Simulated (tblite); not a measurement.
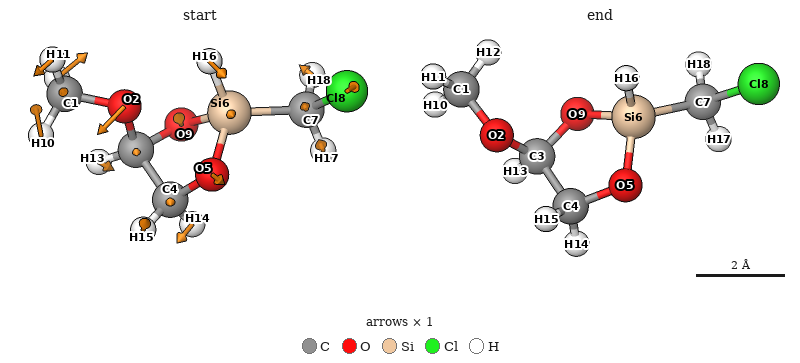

The structure of C$_{4}$H$_{9}$ClO$_{3}$Si before (left) and after (right) a relaxation, at one scale. The orange arrows give the displacements, at their true length.

The picture is a ball-and-stick view, seen face on.

Computed with GFN2-xTB geometry optimisation, gas phase in tblite. 

What changed between the two?

Answer. Over 109 geometry steps the energy falls by 127.1 kJ/mol. H10 moves most after the best rigid fit: 1.48 Å. By element the largest moves are H 1.48 Å, O 0.92 Å, Cl 0.62 Å, C 0.29 Å, Si 0.29 Å. Among the contacts that change: O2–Si6 2.441 → 3.169 Å, Si6–O9 1.749 → 1.644 Å, O5–Si6 1.722 → 1.633 Å, Si6–C7 1.834 → 1.894 Å. Among the angles between lasting bonds that change: C3–O9–Si6 96.4° → 109.1°, C4–O5–Si6 101.2° → 111.3°, C1–O2–C3 104.4° → 114.0°. Groups turn about C3–C4 by about 55°, O2–C3 by about 55°, C4–O5 by about 40°.
